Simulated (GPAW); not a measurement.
TaO2 (P4_2/mnm), O K edge of atom 3, with 1 Ta at 2.02 Å and 2 Ta at 2.09 Å (distorted trigonal planar, site symmetry m2m). Method: GPAW, LDA, excited-electron core hole (neutral cell), 12-atom cell with 5.8 Å between holes, 6×6×6 k points, dipole transitions, Gaussian full width 0.9 eV up to 4 eV, rising linearly to 3.5 eV at 25 eV, without spin-orbit coupling.

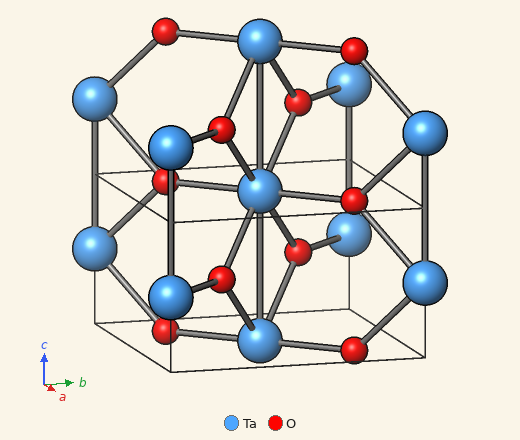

The structure (tantalum blue, oxygen red). 1×1×2 cells are drawn. Some periodic images of atoms are drawn too.

```xyz
6
Lattice="5.0071 0.0000 0.0000 0.0000 5.0071 0.0000 0.0000 0.0000 2.8761" Properties=species:S:1:pos:R:3 pbc="T T T"
Ta    2.5036    2.5036    0.0000
Ta    0.0000    0.0000    1.4381
O     3.9320    3.9320    0.0000
O     1.0752    1.0752    0.0000
O     1.4284    3.5787    1.4381
O     3.5787    1.4284    1.4381
```

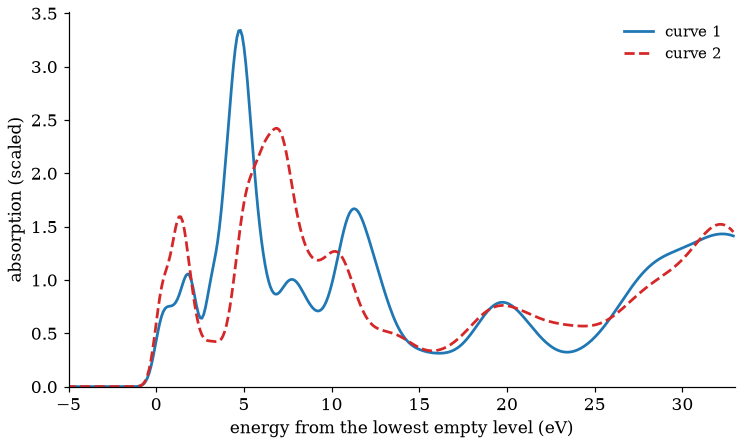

Energy from the lowest empty level; a common scale on which the isotropic spectrum has a mean of 1 over the first 20 eV.

Question: The curves are for the electric vector along different Cartesian axes of the cell as given, averaged over the symmetry-equivalent atoms. Which is which?

Curve 1: along z (c), main maxima 1.8 eV (1.06), 4.8 eV (3.34) and 11.3 eV (1.67). Curve 2: along x (⊥ c) (the other in-plane axis gives the same curve within 3 %), main maxima 1.3 eV (1.59), 6.9 eV (2.42) and 10.2 eV (1.27). A K edge sees empty p states; the first features are O p mixed into the empty d states of the Ta neighbours, and the broad ones above probably into the cations' higher empty bands. Each direction probes the empty orbitals that point along it. The unit cell's mesh shows no gap over 0.35 eV. That is right for a metallic compound; for a small-gap or correlated insulator it would be the fault of the functional or of the assumed magnetic order, and the hole would be screened too well. The holes are only 5.8 Å apart, so the shape is probably not converged with cell size; no larger cell was run here.

[Banner, clock and machine lines of the logs are left out without a mark of their own.]

[Logs are printed without paths, hosts, clocks, repeated set-up lines and the standing remarks that a program may print on its own settings, such as how far it seeks lower states.]

[Hosts, paths, dates, database ids (printed as entryN), source tags and the programs' standing remarks are cut or masked in the printed files.]

[Lists of maxima count a maximum above −3 eV only where it reaches 4 % of the highest in the window and stands out from its surroundings by 2 % of it (1.5 % where it reaches 55 %); shoulders and weaker maxima are passed over, and of the rest the first, up to two pre-edge ones and the few strongest are named.]
